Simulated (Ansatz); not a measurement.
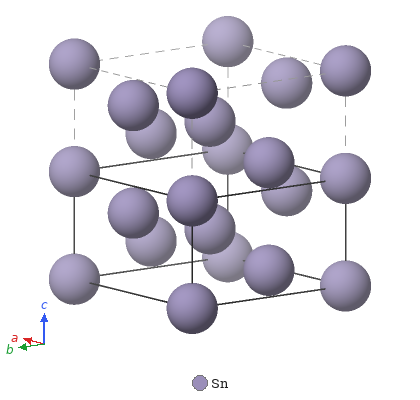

Sn, space group I4_1/amd (No. 141), a = 5.789 Å, b = 5.789 Å, c = 3.280 Å, α = 90.00°, β = 90.00°, γ = 90.00°. The structure is the input geometry of an electronic-structure calculation and need not be at equilibrium. Forms under 0.4 % of the area are left out.

Which faces does the BFDH rule predict for this crystal?

The forms computed, by share of the surface:

```
 form  faces  d (Å)  share of area (%)
{200}      4  2.895               51.0
{101}      8  2.854               49.0
```

The crystal is roughly equant (blocky). Widths along a, b and c stand as 1.00 : 1.00 : 1.17.

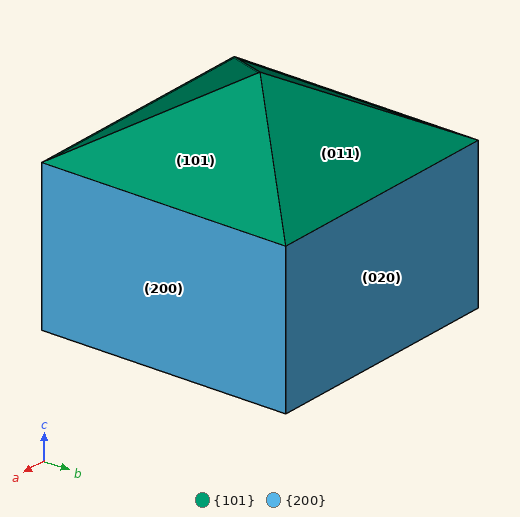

The computed shape, faces indexed. The rule is geometric and ignores bonding and growth conditions.
